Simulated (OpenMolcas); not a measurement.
**doublet CH4FGeN+: levels of theory compared**

Aim: a comparison of 6 runs (UHF/STO-3G, UHF/6-31G*, UBLYP/6-31G*, UM06-L/6-31G*, USVWN5/6-31G*, ROCCSD(T)/6-31G*) of doublet CH4FGeN+. 

The calculation is run with OpenMolcas 26.06.

1 further run of the same task is left out (set aside as unsound or not needed).

## (1) The system as given

The species is CH4FGeN+ (8 atoms), meant as a doublet with charge +1. SMILES of the parent species: `[H]/N=[C](/F)[GeH3]`. Geometry: relaxed at PBE0-D4/def2-TZVP. That shape belongs to the parent species and isn't relaxed for this state.

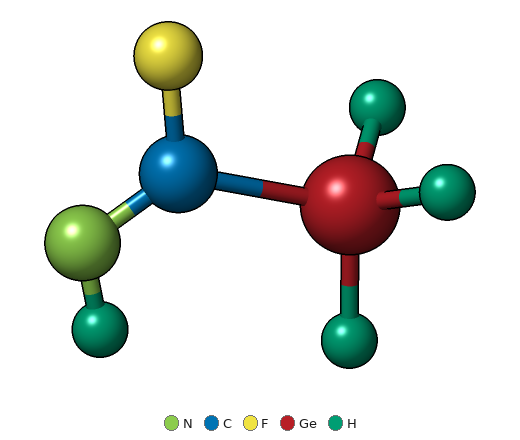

The structure, seen from a chosen angle (nitrogen green, carbon blue, fluorine yellow, germanium red, hydrogen teal).

## (2) The energy at UHF/STO-3G (run 1)

File input.xyz:

```xyz
8

N      1.895900     0.222300    -0.348500
C      0.908100     0.027300     0.385600
F      1.137400    -0.127100     1.702400
Ge    -1.019900    -0.103800    -0.035500
H      1.617200     0.325400    -1.319900
H     -1.766200     1.006900     0.710300
H     -1.149700     0.071600    -1.553900
H     -1.530700    -1.479600     0.403700
```

File run.input:

```
&gateway
baslib
$CurrDir
coord
input.xyz
basis
STO-3G
group
NoSym
&seward
&scf
uhf
charge
1
spin
2
thresholds
1e-10 1e-07 1e-07 1e-05
prorbitals
1 2
```

The basis set STO-3G is read from a file made from the Basis Set Exchange's data (not shown).

Run with:

```
$ export MOLCAS_MEM=1860
$ pymolcas run.input > run.log
```

The program printed:

```text
--- Start Module: gateway ---
[...]
--- Stop Module: gateway /rc=_RC_ALL_IS_WELL_ ---
--- Start Module: seward ---
[...]
      Basis functions           37
--- Stop Module: seward /rc=_RC_ALL_IS_WELL_ ---
--- Start Module: scf ---
[...]
       Convergence after  27 Iterations
[...]
::    Total SCF energy                              -2242.9808762188
[...]
      Total spin, S                                     0.5412458808
[...]
      Total electronic charge=   57.000000
      Total            charge=    1.000000
[...]
      Dipole Moment (debye):
      Origin of the operator (angstrom)=   -0.1561   -0.0547    0.2252
                   X=  3.0590E+00               Y=  5.9886E-01               Z= -2.2365E+00           Total=  3.8365E+00
      Center of Charge (angstrom)
[...]
--- Stop Module: scf /rc=_RC_ALL_IS_WELL_ ---
[...]
```

It took 1.5 s on 1 thread of Intel Xeon 6975P-C (Granite Rapids), shared host; peak memory 0.37 GiB.

## (3) A single-point energy at UHF/6-31G(d) (spherical functions) (run 2)

File calc.input:

```
* CH4FGeN Hartree-Fock
&gateway
baslib=$CurrDir
coord
8
angstrom
N        1.895900       0.222300      -0.348500
C        0.908100       0.027300       0.385600
F        1.137400      -0.127100       1.702400
Ge      -1.019900      -0.103800      -0.035500
H        1.617200       0.325400      -1.319900
H       -1.766200       1.006900       0.710300
H       -1.149700       0.071600      -1.553900
H       -1.530700      -1.479600       0.403700
basis=6-31Gs
group=NoSym
&seward
&scf
uhf
charge=1
spin=2
thresholds=1e-10 1e-07 1e-07 1e-05
prorbitals=1 1
```

The basis set 6-31G* is read from a file made from the Basis Set Exchange's data (not shown).

Run with:

```
$ export MOLCAS_MEM=1860
$ pymolcas calc.input > calc.log
```

The program printed:

```text
--- Start Module: gateway ---
[...]
--- Stop Module: gateway /rc=_RC_ALL_IS_WELL_ ---
--- Start Module: seward ---
[...]
      Basis functions           82
--- Stop Module: seward /rc=_RC_ALL_IS_WELL_ ---
[...]
--- Start Module: scf ---
[...]
       Convergence after  40 Iterations
[...]
::    Total SCF energy                              -2268.7721275054
[...]
      Total spin, S                                     0.5314433412
[...]
      Total electronic charge=   57.000000
      Total            charge=    1.000000
[...]
      Dipole Moment (debye):
      Origin of the operator (angstrom)=   -0.1561   -0.0547    0.2252
                   X=  2.8397E+00               Y=  6.6894E-01               Z= -2.9208E+00           Total=  4.1282E+00
      Center of Charge (angstrom)
[...]
--- Stop Module: scf /rc=_RC_ALL_IS_WELL_ ---
[...]
```

It took 9 s on 1 thread of Intel Xeon 6975P-C (Granite Rapids), shared host; peak memory 0.46 GiB.

Runs 3 to 5 aren't shown in full; the table further down has their settings and results.

## (4) A single-point energy at ROCCSD(T)/6-31G(d) (spherical functions) (run 6)

File test.input:

```
>>> EXPORT MOLCAS_PRINT=2

&gateway
  baslib=$CurrDir
  coord
  8
  angstrom
  N        1.895900       0.222300      -0.348500
  C        0.908100       0.027300       0.385600
  F        1.137400      -0.127100       1.702400
  Ge      -1.019900      -0.103800      -0.035500
  H        1.617200       0.325400      -1.319900
  H       -1.766200       1.006900       0.710300
  H       -1.149700       0.071600      -1.553900
  H       -1.530700      -1.479600       0.403700
  basis=6-31Gs
  group=NoSym

&seward

&scf
  uhf
  charge=1
  spin=2
  thresholds=1e-10 1e-07 1e-07 1e-05
  prorbitals=1

&rasscf
  fileorb=$Project.UnaOrb
  spin=2
  nactel=1 0 0
  inactive=28
  ras2=1
  outorbitals=Canonical
  orblisting=NoCore

&motra
  jobiph
  frozen=12

&ccsdt
  cct
  triples=3
  iterations=80
  accuracy=1e-08
  extrapolation=5 4
```

The basis set 6-31G* is read from a file made from the Basis Set Exchange's data (not shown).

Run with:

```
$ export MOLCAS_MEM=1860
$ pymolcas test.input > test.log
```

The program printed:

```text
--- Start Module: gateway ---
[...]
--- Stop Module: gateway /rc=_RC_ALL_IS_WELL_ ---
[...]
      Basis functions           82
[...]
       Convergence after  40 Iterations
[...]
::    Total SCF energy                              -2268.7721275054
[...]
      Total spin, S                                     0.5314433412
[...]
      Number of active orbitals                  1
[...]
      Spin quantum number                      0.5
[...]
      Active orbitals                            1
[...]
      Number of CSFs                             1
[...]
      Number of root(s) required                 1
[...]
      Convergence after 10 iterations
[...]
      printout of CI-coefficients larger than  0.05 for root  1
      energy=   -2268.765518
      conf/sym  1     Coeff  Weight
             1  u   1.00000 1.00000
      Natural orbitals and occupation numbers for root  1
      sym 1:   1.000000
      ************************************************************************************************************************
      *                                                    Final results                                                     *
[...]
::    RASSCF root number  1 Total energy:  -2268.76551775
[...]
      Total electronic charge=   57.000000
      Total            charge=    1.000000
[...]
      Dipole Moment (debye):
      Origin of the operator (angstrom)=   -0.1561   -0.0547    0.2252
                   X=  2.7589E+00               Y=  6.5345E-01               Z= -2.8638E+00           Total=  4.0299E+00
      Center of Charge (angstrom)
[...]
--- Start Module: motra ---
[...]
      *** WARNING: Default frozen orbitals is overwritten by user input.
      *** Default values:  17
[...]
--- Stop Module: motra /rc=_RC_ALL_IS_WELL_ ---
--- Start Module: ccsdt ---
[...]
      Convergence after                    32  Iterations
      Total energy (diff) :   -2269.46115440      -0.00000000
[...]
 METHOD                       : CCSD+T(CCSD)+<T3(1)WT1>+<T3(1)UT2> = CCSD(T)
[...]
       CCSD     =     -2269.4611544023855
[...]
--- Stop Module: ccsdt /rc=_RC_ALL_IS_WELL_ ---
[...]
```

Run time: 69 s. Hardware: 1 thread of Intel Xeon 6975P-C (Granite Rapids), shared host; peak memory 0.46 GiB.

## (5) The series

```csv
run,level,integration grid,frozen core orbitals,energy (Eh),HOMO energy (eV),LUMO energy (eV),⟨S²⟩,wall time
1,UHF/STO-3G,–,–,-2242.980876,-17.11,-4.72,0.834,1.5 s
2,UHF/6-31G* (spherical functions),–,–,-2268.772128,-18.26,-7.15,0.814,9 s
3,UBLYP/6-31G* (spherical functions),UltraFine,–,-2271.427677,-14.08,-13.34,0.753,39 s
4,UM06-L/6-31G* (spherical functions),UltraFine,–,-2271.331729,-14.49,-13.38,0.756,62 s
5,USVWN5/6-31G* (spherical functions),UltraFine,–,-2266.805195,-14.28,-13.71,0.753,21 s
6,ROCCSD(T)/6-31G* (spherical functions),–,12,-2269.481719,–,–,–,69 s
```

## (6) Summary of results

| quantity | value |
| --- | --- |
| run 6: total energy | -2269.48172 Eh |
| run 6: (T) correction | -20.56 mEh |

**Reading.** Totals of different functionals can't be ranked against each other. In run 1 the basis is minimal, so the values are rough. All runs together took 3.4 min, the longest 69 s.
